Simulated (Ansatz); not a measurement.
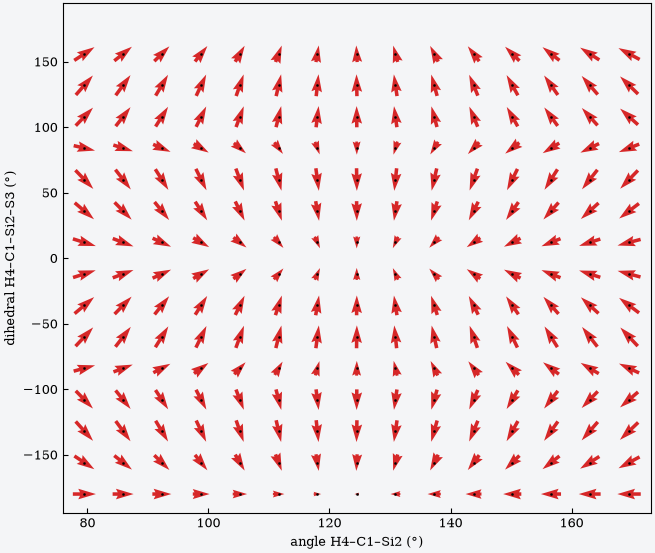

CH3SSi, SMILES C=[SiH][S-], charge −1. First axis: angle H4–C1–Si2. Second axis: dihedral H4–C1–Si2–S3. Nothing is relaxed (all other coordinates rigid). Grid: 15 × 15 points; 120 points were computed and 105 follow by symmetry. Computed with RKS PBE0-D4/def2-TZVPD in Ansatz 0.2.0.

Drawn: dots at the grid points, arrows along the force (downhill), their lengths compressed.

> The arrows alone are given. Where are the wells?

The arrows converge at about angle H4–C1–Si2 = 123°, dihedral H4–C1–Si2–S3 = −180°; about angle H4–C1–Si2 = 124°, dihedral H4–C1–Si2–S3 = 0° (2.5 kJ/mol up) (read from the interpolated surface).

The energy map of the same scan:

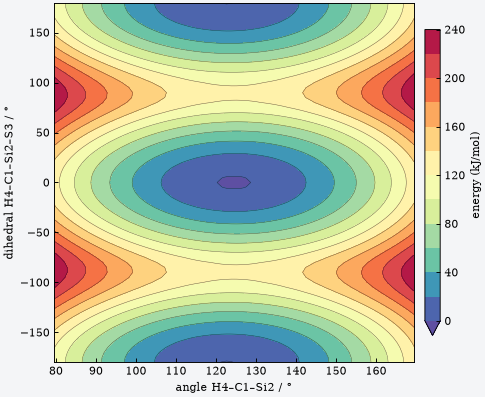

Energies are in kJ/mol, from the lowest grid point; between grid points the surface is interpolated.
